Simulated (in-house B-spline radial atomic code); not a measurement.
# B⁺: a test of the box radius

Aim: see how the result and the number of iterations for B⁺ depend on the box radius.

The numbers are computed with in-house B-spline radial atomic code version 1 (scalar-relativistic (spin-free one-electron X2C) RPBE, spherical fractional occupations, Fermi nucleus, basis-set limit), except any that are marked as measured or tabulated.

**1. Starting point**

| Item | Value |
| --- | --- |
| element | boron (Z = 5) |
| charge | +1 |
| electrons | 4 |
| configuration | [He] 2s2 |
| Hamiltonian | scalar-relativistic (X2C) |
| nucleus | Fermi, rms radius 2.406 fm |

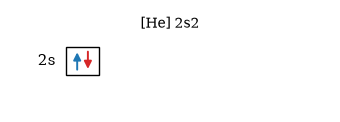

The shells outside the core, filled by Hund's rule for the drawing.

A run counts as converged when the orbital gradient is under the tolerance times 10 hartree (or under the basis's noise floor) and the energy moved by less than 1e-8 hartree times the root of its size. Energy differences under 7e-08 hartree are noise.

**2. Reference run with standard settings**

Settings, as recorded:

```ini
Z = 5
electrons = 4.0
configuration = [He] 2s2
hamiltonian = x2c
method = rpbe,pbe
spin_polarised = False
nucleus = fermi
rms_radius = 2.406
mass_number = 11
atomic_mass = 11.009305166
speed_of_light = 137.035999084
knot_spacing = 0.22
spline_order = 8
gauss_points = 12
box_radius = 35.29
max_iterations = 70
damping = 0.5
damped_steps = 3
diis_vectors = 10
tolerance = 1e-08
start = Thomas-Fermi
```

The run is started by

```console
python run_scf.py task.json out
```

task.json lists these runs, among others, and the program works through them in turn.

**3. Box radius 1.41**

Changes to the settings of step 2:

```diff
@@ -14,3 +14,3 @@
 gauss_points = 12
-box_radius = 35.29
+box_radius = 1.41
 max_iterations = 70
```

**4. Box radius 2.12**

Changes to the settings of step 3:

```diff
@@ -14,3 +14,3 @@
 gauss_points = 12
-box_radius = 1.41
+box_radius = 2.12
 max_iterations = 70
```

**5. Box radius 3.53**

Changes to the settings of step 4:

```diff
@@ -14,3 +14,3 @@
 gauss_points = 12
-box_radius = 2.12
+box_radius = 3.53
 max_iterations = 70
```

**6. Box radius 5.29**

Changes to the settings of step 5:

```diff
@@ -14,3 +14,3 @@
 gauss_points = 12
-box_radius = 3.53
+box_radius = 5.29
 max_iterations = 70
```

**7. Box radius 7.06**

Changes to the settings of step 6:

```diff
@@ -14,3 +14,3 @@
 gauss_points = 12
-box_radius = 5.29
+box_radius = 7.06
 max_iterations = 70
```

**8. Box radius 10.59**

Changes to the settings of step 7:

```diff
@@ -14,3 +14,3 @@
 gauss_points = 12
-box_radius = 7.06
+box_radius = 10.59
 max_iterations = 70
```

**9. Box radius 17.64**

Changes to the settings of step 8:

```diff
@@ -14,3 +14,3 @@
 gauss_points = 12
-box_radius = 10.59
+box_radius = 17.64
 max_iterations = 70
```

**10. Box radius 70.58**

Changes to the settings of step 9:

```diff
@@ -14,3 +14,3 @@
 gauss_points = 12
-box_radius = 17.64
+box_radius = 70.58
 max_iterations = 70
```

**11. Box radius 141.16**

Changes to the settings of step 10:

```diff
@@ -14,3 +14,3 @@
 gauss_points = 12
-box_radius = 70.58
+box_radius = 141.16
 max_iterations = 70
```

Which of these runs converge to the reference energy, which miss it and by about how much, and which fail?

As calculated:

| run | outcome | iterations | energy less the reference (hartree) |
| --- | --- | --- | --- |
| reference | converged | 8 | 0 |
| box radius 1.41 | converged | 7 | +6.25 |
| box radius 2.12 | converged | 7 | +1.35 |
| box radius 3.53 | converged | 8 | +0.0975 |
| box radius 5.29 | converged | 8 | +0.00347 |
| box radius 7.06 | converged | 8 | +9.05e-05 |
| box radius 10.59 | converged | 8 | -1.26e-07 |
| box radius 17.64 | converged | 8 | -8.42e-08 |
| box radius 70.58 | converged | 8 | below noise |
| box radius 141.16 | converged | 8 | +8.3e-08 |

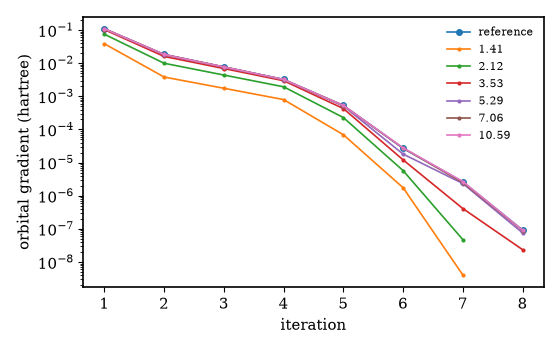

Orbital gradient by iteration, labelled by the box radius.

Of 9 changed inputs, 4 gave the reference energy within 1e-05 hartree and 5 converged to another value. The worst converged miss is +6.25 hartree (box radius 1.41): so small a box squeezes the electrons and raises the energy.
